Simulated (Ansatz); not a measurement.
**ZrGe5: what a guessed cell relaxes into, part 1 of 2**

Where does this trial cell of ZrGe5 go when cell and atoms are let free?

Method: DFT PBE, scalar-relativistic, plane waves, PAW, in Ansatz 0.2.0.

## 1. Starting point

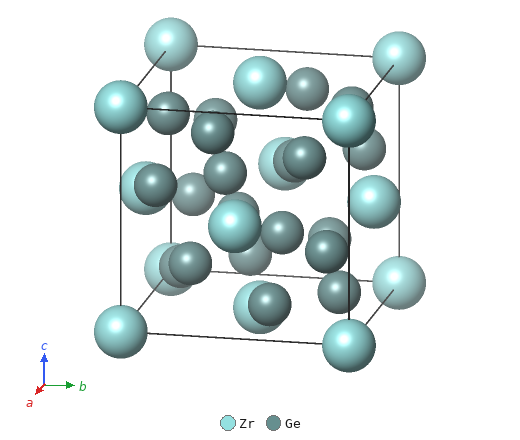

The starting structure, seen slightly off an axis (zirconium light teal, germanium teal). Atoms on the faces are drawn again on the opposite ones. The cell drawn here is the conventional one.

Structure file:

```cif
data_structure
_symmetry_space_group_name_H-M 'F-43m'
_symmetry_Int_Tables_number 216
_cell_length_a 7.6083
_cell_length_b 7.6083
_cell_length_c 7.6083
_cell_angle_alpha 90.000
_cell_angle_beta 90.000
_cell_angle_gamma 90.000
_cell_volume 440.42
loop_
_atom_site_label
_atom_site_type_symbol
_atom_site_symmetry_multiplicity
_atom_site_Wyckoff_symbol
_atom_site_fract_x
_atom_site_fract_y
_atom_site_fract_z
_atom_site_occupancy
Zr1 Zr 4 a 0.00000 0.00000 0.00000 1
Ge1 Ge 16 e 0.62500 0.12500 0.87500 1
Ge2 Ge 4 d 0.25000 0.25000 0.75000 1
```

Recipe of the guess: species swapped into a database cell of ErCu5 (F-43m, No. 216), with Zr on the Er sites and Ge on the Cu sites. The dimensions are guesses.

## 2. A first look at the guess

File input.yaml:

```yaml
crystal:
  lattice:
    - [0.0, 3.80415147, 3.80415147]
    - [3.80415147, 0.0, 3.80415147]
    - [3.80415147, 3.80415147, 0.0]
  atoms:
    - { symbol: Zr, position: [0.0, 0.0, 0.0] }
    - { symbol: Ge, position: [0.125, 0.625, 0.625] }
    - { symbol: Ge, position: [0.625, 0.625, 0.625] }
    - { symbol: Ge, position: [0.625, 0.125, 0.625] }
    - { symbol: Ge, position: [0.625, 0.625, 0.125] }
    - { symbol: Ge, position: [0.25, 0.25, 0.25] }
basis:
  ecutwfc: 420
kpoints:
  mp_grid: { grid: [4, 4, 4] }
hamiltonian:
  xc: pbe
scf:
  occupations: { method: gaussian, width: 0.1 }
  lower_state_search: "off"
output:
  forces: true
  stress: true
  eigenvalues: true
```

Launch:

```bash
> ansatz run input.yaml --threads 1 --pin off --max-ram 2560MiB --backend cpu --events-out ev --progress --plain --runs-dir out
```

Output (excerpt; [...] marks lines left out):

```text
[...]
SCF converged after 7 iterations
Free energy (F): -25657.655096 eV
[...]
E sigma→0 (E₀):  -25657.644511 eV
Entropy (-TS):   -0.021169 eV (-3.528 meV/atom)
Fermi energy:    12.833824 eV
[...]
--- Forces (eV/Å), atoms counted from 1 ---
  atom   1  Zr    -0.00000000    -0.00000000    -0.00000000
  atom   2  Ge    -0.30183993     0.30183993     0.30183993
  atom   3  Ge    -0.30183993    -0.30183993    -0.30183993
  atom   4  Ge     0.30183993    -0.30183993     0.30183993
  atom   5  Ge     0.30183993     0.30183993    -0.30183993
  atom   6  Ge    -0.00000000    -0.00000000     0.00000000
[...]
--- Stress (GPa, compression-positive) ---
        3.275981       0.000000       0.000000
       -0.000000       3.275981       0.000000
       -0.000000       0.000000       3.275981
  P = ⅓ Tr σ = 3.2760 GPa (32.760 kbar)
--- Band table (eV; the first three rows and the last of 8) ---
[...]
```

Wall time 3.8 s (1 thread of Arm Neoverse V1, shared host); peak memory 0.33 GiB.

From the probe: pressure 3.3 GPa, largest force 0.52 eV/Å, gap on this mesh none (metal). The coarse relaxation is skipped.

## 3. Spin check on a coarse mesh

input.yaml, as its differences from that of step 2:

```diff
@@ -6,3 +6,3 @@
   atoms:
-    - { symbol: Zr, position: [0.0, 0.0, 0.0] }
+    - { symbol: Zr, position: [0.0, 0.0, 0.0], spin: 1.0 }
     - { symbol: Ge, position: [0.125, 0.625, 0.625] }
@@ -25 +25,4 @@
   eigenvalues: true
+  populations: true
+magnetization:
+  spin_polarized: true
```

Launch:

```bash
> ansatz run input.yaml --threads 1 --pin off --max-ram 2560MiB --backend cpu --events-out ev --progress --plain --runs-dir out
```

Output (excerpt; [...] marks lines left out):

```text
[...]
SCF converged after 16 iterations
Magnetization: -0.0000 μB (41.0000 up, 41.0000 down)
Absolute magnetization: 0.0000 μB (∫|ρ↑−ρ↓|, with the PAW one-centre terms)
Spin contamination: 0.0000 ħ² per cell (⟨S²⟩ above its minimum at these occupations)
[...]
       -0.000000       0.000000       3.275953
  P = ⅓ Tr σ = 3.2760 GPa (32.760 kbar)
--- Band table (eV; the first three rows and the last of 16) ---
[...]
--- Löwdin populations: 6 sites ---
  site symbol       q [e]    m [muB]
     0     Zr     11.5047     0.0000
     1     Ge     14.0268    -0.0000
     2     Ge     14.0268    -0.0000
     3     Ge     14.0268    -0.0000
     4     Ge     14.0268    -0.0000
     5     Ge     14.1360    -0.0000
  spilling = 0.003074 (of n_electrons = 82.000000)
```

Run time: 17 s. Hardware: 1 thread of Arm Neoverse V1, shared host; peak memory 0.39 GiB.

By site:

```tsv
atom	Löwdin electrons
Zr1	11.50
Ge2	14.03
Ge3	14.03
Ge4	14.03
Ge5	14.03
Ge6	14.14
```

The Löwdin counts miss 0.25 of the 82 electrons, which the atomic orbitals do not span, so they are no charges.

The same cell is solved with trial moments on Zr. The largest site moment that stays is 0.00 μB and the cell's total 0.00 μB. The workflow keeps spin only above 0.25 μB on a site, so the next run goes without spin.

(Continued in part 2 of 2.)
